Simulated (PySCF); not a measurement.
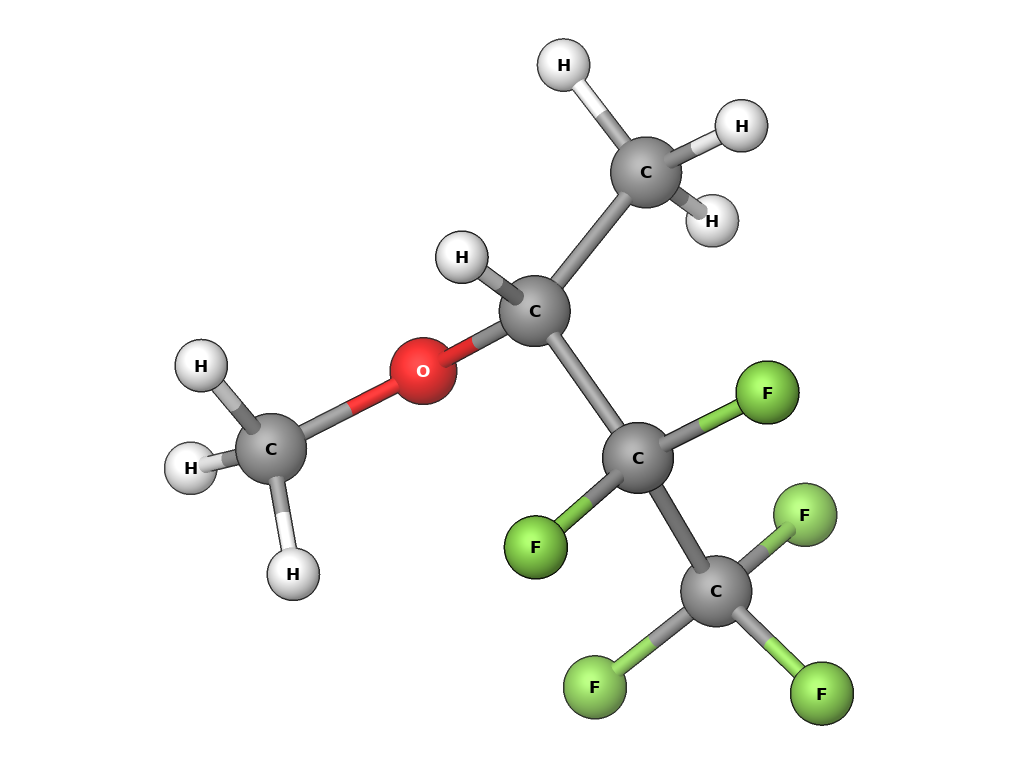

The picture shows a molecular structure as a ball-and-stick model.

What does the picture show?

Formula C5H7F5O. As SMILES it reads `CO[C@H](C)C(F)(F)C(F)(F)F`. It has no ring. Among its groups: ether, C–F bond. This geometry has C1 symmetry. Coordination: 5 C tetrahedral; 1 O bent.

More results for the same structure follow; atom numbers are the same in all pictures, views and colours differ. Computed geometry: PBE0-D3(BJ)/def2-SVP optimisation. No frequency run is at hand to confirm it as a minimum.

Shape

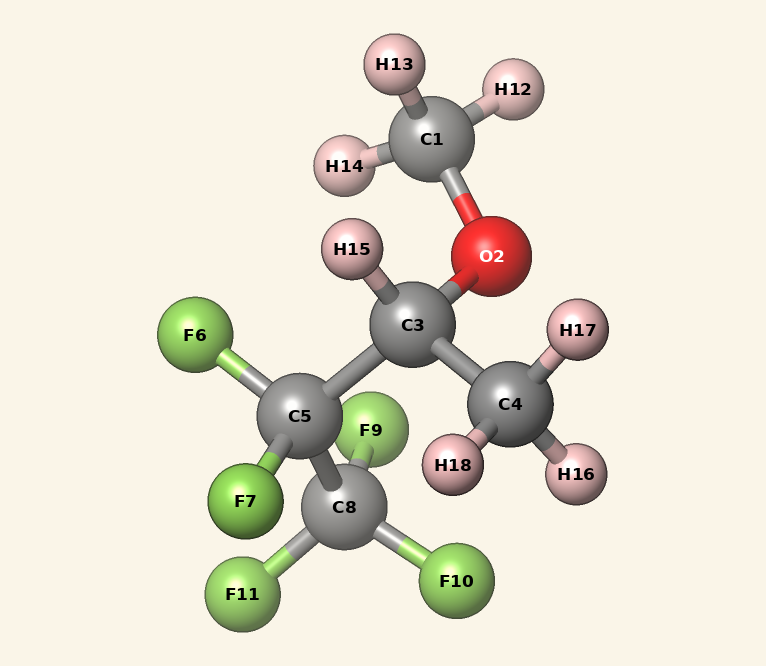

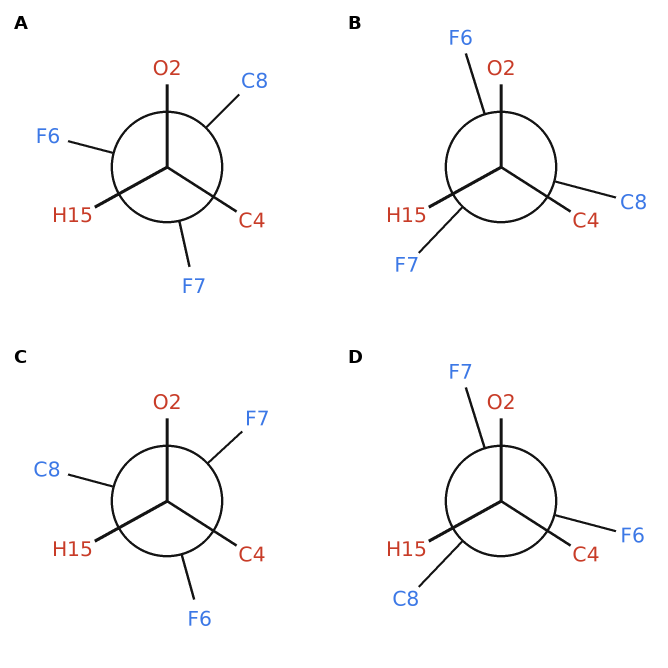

Atoms fade into the background with distance from the viewer. Bonds that would overlap in a projection are set slightly apart. No frequency run is at hand to confirm it as a minimum.

Which Newman projection shows the view along C3–C5, with C3 in front?

A. The torsion angle O2–C3–C5–F6 is −75°, synclinal (gauche).

Bond orders

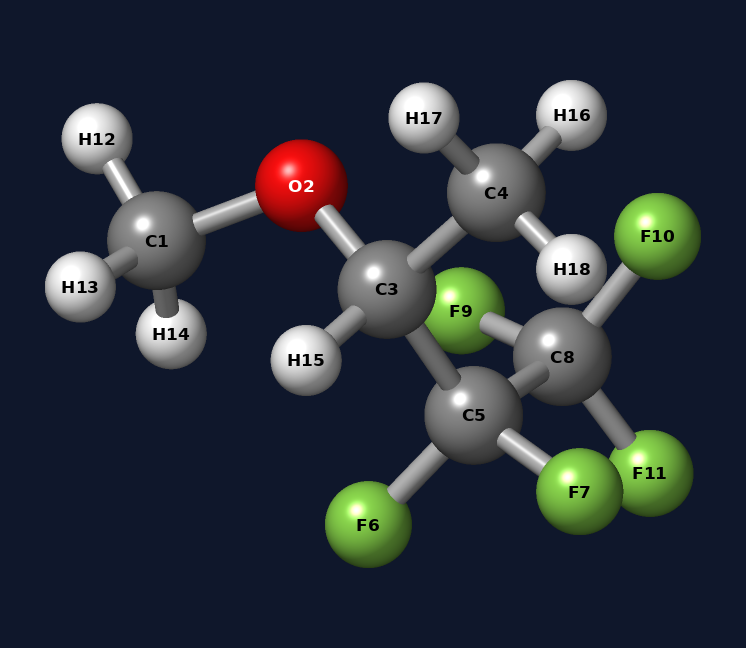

Every bond is drawn as one stick. No frequency run is at hand to confirm it as a minimum. Level of theory: PBE0/pcSseg-1 in acetonitrile (IEF-PCM) (PySCF 2.14.0).

List the Mayer bond orders of C1–O2, O2–C3, C3–C4, C3–C5, C5–F6, C5–F7, C5–C8, C8–F9, C8–F10, C8–F11 (bonds between heavy atoms, one of each equivalent set).

```
  bond  Mayer order  length (Å)
 C1–O2         0.90       1.403
 O2–C3         0.93       1.393
 C3–C4         1.03       1.515
 C3–C5         0.95       1.537
 C5–F6         0.93       1.354
 C5–F7         0.94       1.348
 C5–C8         0.89       1.545
 C8–F9         1.02       1.326
C8–F10         1.01       1.330
C8–F11         1.01       1.328
```

Quadrupole coupling

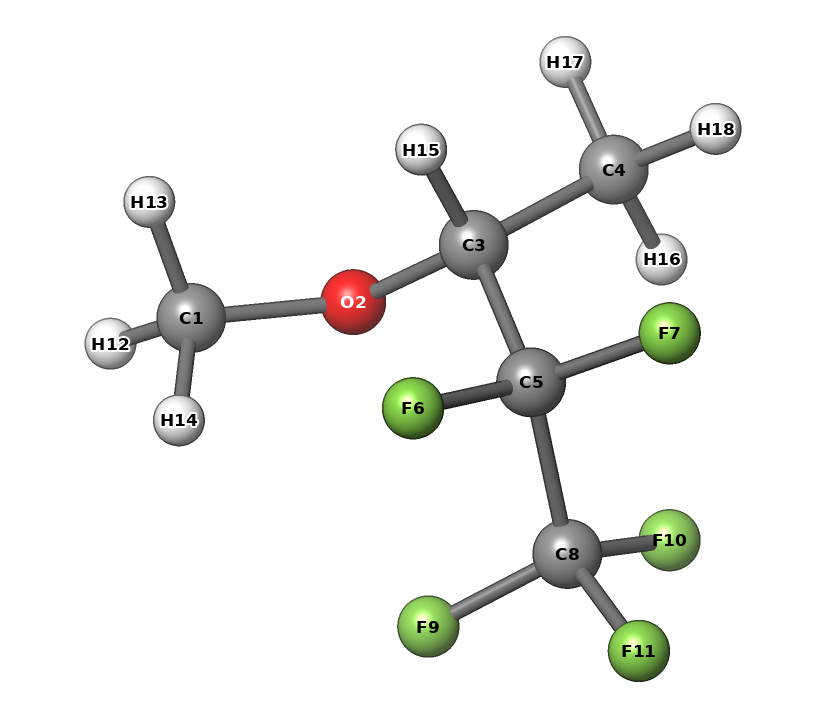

No frequency run is at hand to confirm it as a minimum. Electric field gradients from the ground-state density, PBE0/pcSseg-1 in acetonitrile (IEF-PCM) (PySCF 2.14.0), non-relativistic apart from any core potentials.

Give the largest field-gradient component, the quadrupole coupling constant and the asymmetry for 17O at O2 (Q = −25.6 mb).

```tsv
atom	V_zz (a.u.)	e²qQ/h (MHz)	η
O2	2.020	−12.15	0.91
```

NMR shielding

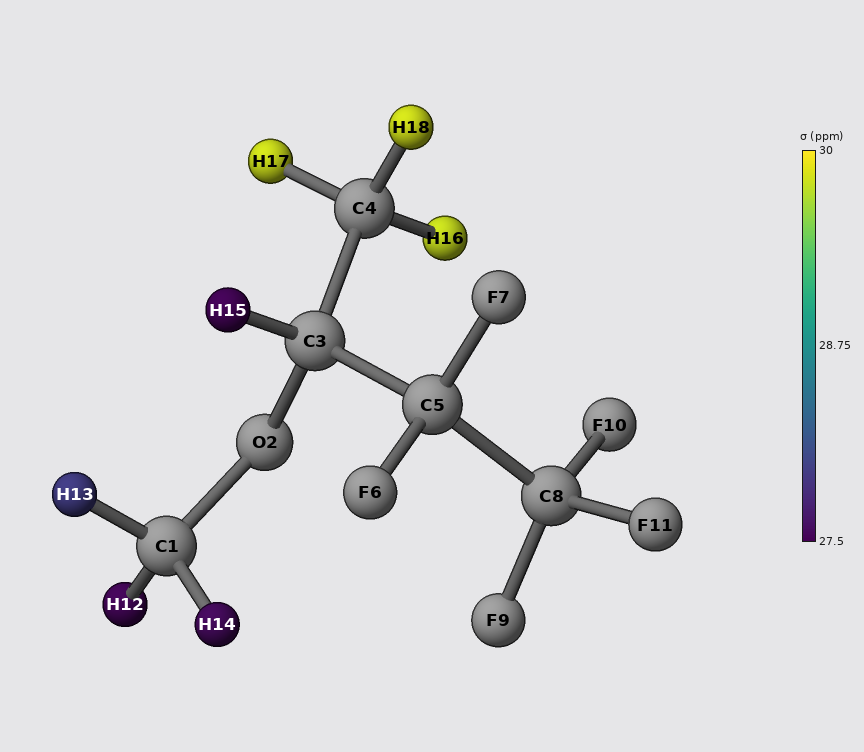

Atoms are coloured by their isotropic NMR shieldings (H only, the others grey). No frequency run is at hand to confirm it as a minimum. Method: GIAO PBE0/pcSseg-1 NMR shielding, non-relativistic, IEF-PCM acetonitrile (PySCF 2.14.0).

Which H atom is the most shielded (lowest chemical shift)?

H18 (29.83 ppm).

Which H atom is the least shielded (highest chemical shift)?

H15 (27.53 ppm).

How wide is the range of H shifts?

2.30 ppm.

List the isotropic NMR shieldings of the H atoms.

| atom | σ (ppm) |
| --- | --- |
| H12 | 27.54 |
| H13 | 27.96 |
| H14 | 27.58 |
| H15 | 27.53 |
| H16 | 29.80 |
| H17 | 29.82 |
| H18 | 29.83 |
